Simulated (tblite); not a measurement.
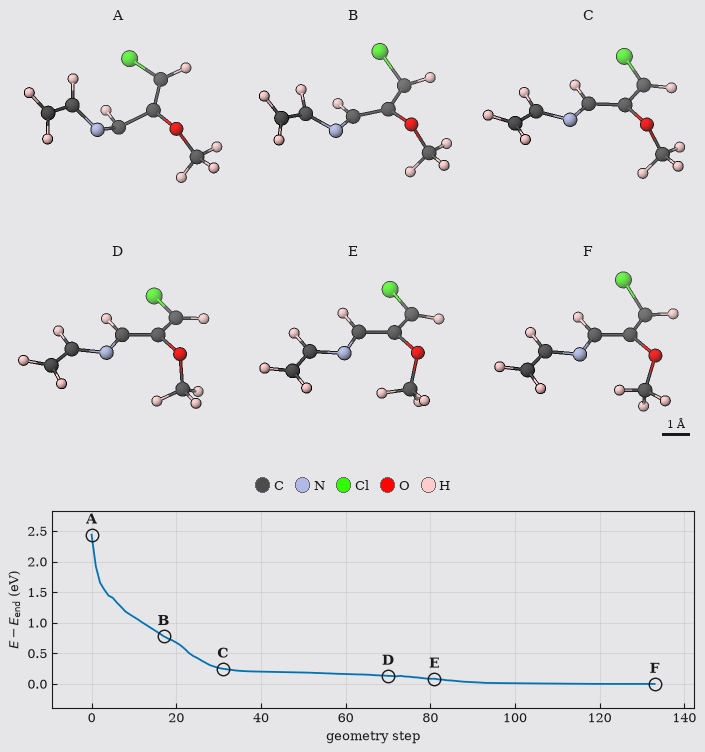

Frames of a relaxation of C6H8ClNO (charge −1, multiplicity 2), marked on the history of the run. Style: ball-and-stick. Shown at a tilt.

Method: tblite 0.8.0, GFN2-xTB geometry optimisation, gas phase. 

Describe the path.

The energy falls by 2.441 eV in 133 geometry steps. The atom that moves furthest after the best rigid fit is an H atom (2.05 Å). Largest moves by element: H 2.05 Å, C 1.16 Å, Cl 1.15 Å, N 0.66 Å, O 0.63 Å. Near-neighbour distances that change, for instance: C–N 1.447 → 1.332 Å, C–C 1.499 → 1.396 Å, C–N 1.399 → 1.337 Å, C–C 1.323 → 1.384 Å. Bond angles that change, for instance: N–C–C 112.1° → 125.5°, C–C–O 123.7° → 111.3°, C–C–H 104.8° → 115.2°. Groups turn about C–O by about 40°. Cost: 3.9 s on 1 thread of AMD EPYC, with other jobs on the host. From step 0 to 17: the Cl atom moves most (0.64 Å), energy −1.660 eV. From step 17 to 31: an H atom moves most (0.87 Å), energy −0.532 eV. From step 31 to 70: an H atom moves most (0.76 Å), energy −0.116 eV. From step 70 to 81: H atoms move most (0.69 Å), energy −0.047 eV. From step 81 to 133: Cl and H atoms move most (0.48 Å), energy −0.086 eV.
